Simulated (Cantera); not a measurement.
A closed system holds: 1 mol Fe₂O₃, 3.4 mol HCl, 1.1 mol N₂, at 1625 K.

Method: chemical equilibrium by Gibbs-energy minimisation in Cantera with the NASA 1993 tables (ideal gas, pure condensed phases). Candidate condensed phases: Fe, FeCl₂, FeCl₃, FeO, Fe(OH)₂, Fe(OH)₃, Fe₂O₃, Fe₃O₄, H₂O, NH₄Cl; 37 gas species. Kinetics and transport are ignored.

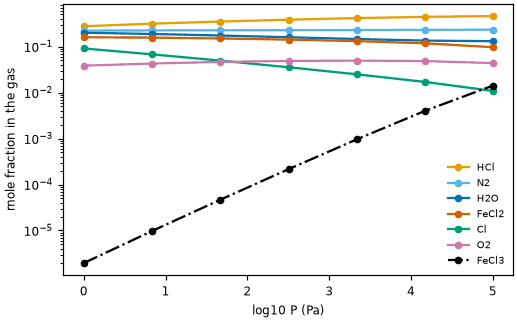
*Equilibrium gas composition (values under 1e-9 drawn at 1e-9)*

From 0.00750 Torr to 750 Torr the condensed part is Fe₃O₄(s). The main Fe-bearing gas is FeCl₂ throughout. The share of Fe in condensed phases is highest at 750 Torr (73.8 %) and lowest at 0.00750 Torr (60.1 %).
